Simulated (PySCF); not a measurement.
(NaF)2 ring (F₂Na₂).

Level of theory: ωB97X/def2-SVP (PySCF), at a geometry from GFN2-xTB. This is a single-reference result, which may miss multireference character in this system. No frequency check shows the geometry to be a minimum. GFN2-xTB bond lengths at metals and heavier atoms can be off by up to 0.1 Å and shapes distorted, which carries into these values. Without diffuse functions Rydberg states are missing, so the states' numbers hold for this basis only.

Input script:

```python
import numpy as np
from pyscf import gto, scf, dft, tdscf
from pyscf.scf import atom_ks, atom_hf
from scipy.linalg import block_diag

def solve(mol, dm0=None, hcore=None):
    mf = (dft.UKS if mol.spin else dft.RKS)(mol, xc='wb97x')
    mf.grids.level = 3
    mf = mf.density_fit(auxbasis='def2-universal-jkfit')
    mf.conv_tol, mf.max_cycle = 1e-8, 80
    if hcore is not None:
        mf.get_hcore = lambda *args: hcore
    mf.kernel(dm0)
    if not mf.converged:
        mf = mf.newton().run(mf.mo_coeff, mf.mo_occ, max_cycle=30)
    assert mf.converged, 'SCF not converged'
    return mf

mol = gto.M(atom='''
Na     1.36890    -0.00115     0.00000
F     -0.00146    -1.31859     0.00000
Na    -1.36890     0.00115     0.00000
F      0.00146     1.31859     0.00000
''', basis='def2-svp', charge=0, spin=0, verbose=4)
mf = solve(mol)
td = mf.TDA()
td.nstates, td.singlet, td.conv_tol = 5, False, 1e-5
td.kernel()
td.analyze()
x, y = np.array([p[0] for p in td.xy]), np.array([p[1] + 0 * p[0] for p in td.xy])
f, mu = np.zeros(len(td.e)), np.zeros((len(td.e), 3))
nto = [td.get_nto(state=i + 1, verbose=4) for i in range(len(td.e))]
# spherically averaged free atoms, for the promolecule
atm = atom_ks.get_atm_nrks(mol, xc='wb97x')
pro = block_diag(*[(atm[a[0]][2] * atm[a[0]][3]) @ atm[a[0]][2].T for a in mol._atom])
np.savez('result.npz', e=td.e, f=f, ok=td.converged, w=[n[0] for n in nto], nto=[n[1] for n in nto], x=x, y=y, c=mf.mo_coeff, occ=mf.mo_occ, eps=mf.mo_energy, pro=pro, mu=mu)
```

Command:

```sh
OMP_NUM_THREADS=1 python input.py
```

The run took 45 s on 1 thread of Arm Neoverse V2, on a shared host, peak memory 0.35 GiB.

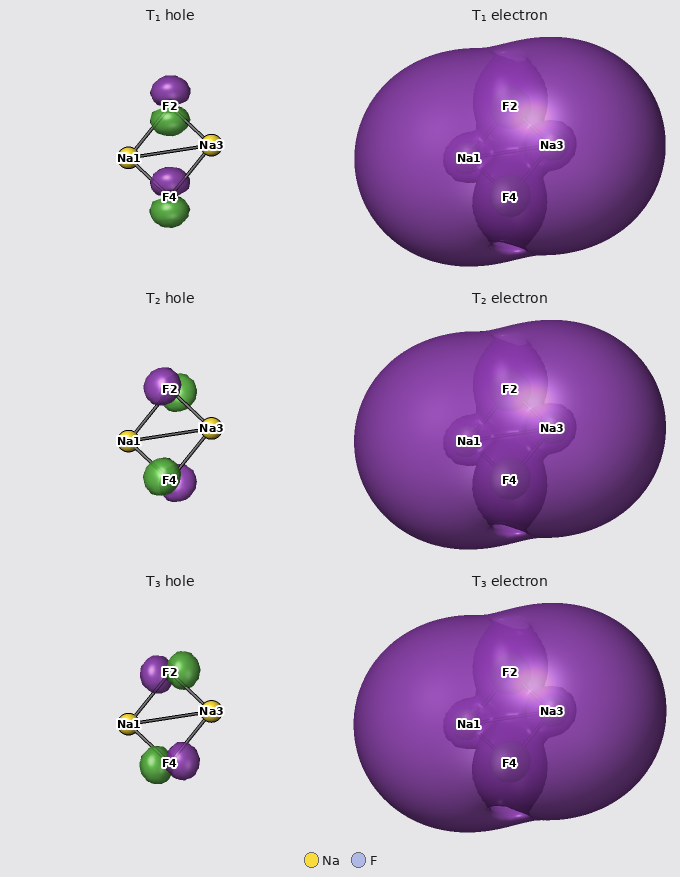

Leading natural transition orbitals (TDA triplet states).

**Describe these excited states.**

By state:
- T₁: 6.23 eV (199 nm), spin-forbidden from the singlet ground state, partly diffuse acceptor orbital, which a basis without diffuse functions describes poorly; the leading pair carries 96 %; hole on F2 and F4 (48 % each), electron on Na1 and Na3 (47 % each) (atom shares of so diffuse an orbital are rough); their centroids lie 0.0 Å apart.
- T₂: 6.60 eV (188 nm), spin-forbidden from the singlet ground state, partly diffuse acceptor orbital, which a basis without diffuse functions describes poorly; the leading pair carries 95 %; hole on F2 and F4 (47 % each), electron on Na1 and Na3 (47 % each) (atom shares of so diffuse an orbital are rough); their centroids lie 0.0 Å apart.
- T₃: 6.83 eV (182 nm), spin-forbidden from the singlet ground state, partly diffuse acceptor orbital, which a basis without diffuse functions describes poorly; the leading pair carries 94 %; hole on F2 and F4 (46 % each), electron on Na1 and Na3 (47 % each) (atom shares of so diffuse an orbital are rough); their centroids lie 0.0 Å apart; T₄ lies within 0.1 eV of it.
